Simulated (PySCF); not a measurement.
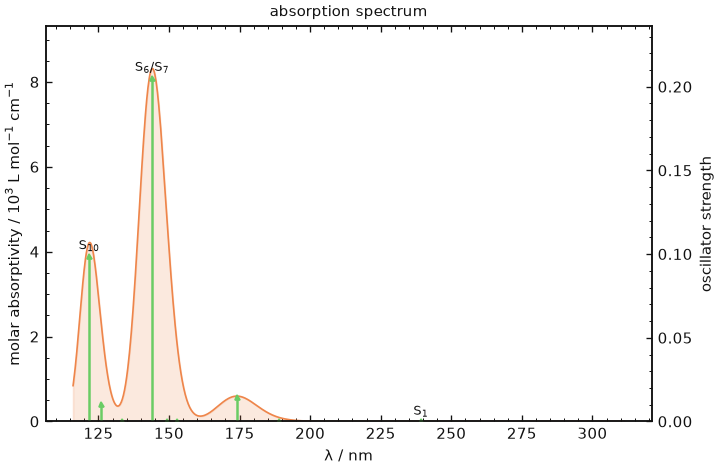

Computed absorption of NO₂F (nitryl fluoride), SMILES O=[N+]([O-])F. Vertical TDDFT excitations, PBE0/aug-cc-pVDZ with PySCF, at a PBE0-D3(BJ)/def2-SVP geometry (no frequency check), gas phase. Only the first 10 singlet excitations are included; each is broadened by a Gaussian of 1/e half-width 0.40 eV. Sticks give oscillator strengths (right axis). States within 0.01 eV of each other are merged, with their strengths summed. The highest state may be half of a pair whose partner wasn't computed.

> Does any vertical transition fall in the visible?

No singlet lies below 3.1 eV (beyond 400 nm), so at this level no vertical transition falls in the visible.

> Where is the maximum of the broadened curve, and how high is it?

At about 8.6 eV (144 nm), with ε near 8300 L mol⁻¹ cm⁻¹.

Note: core orbitals are frozen in the response.
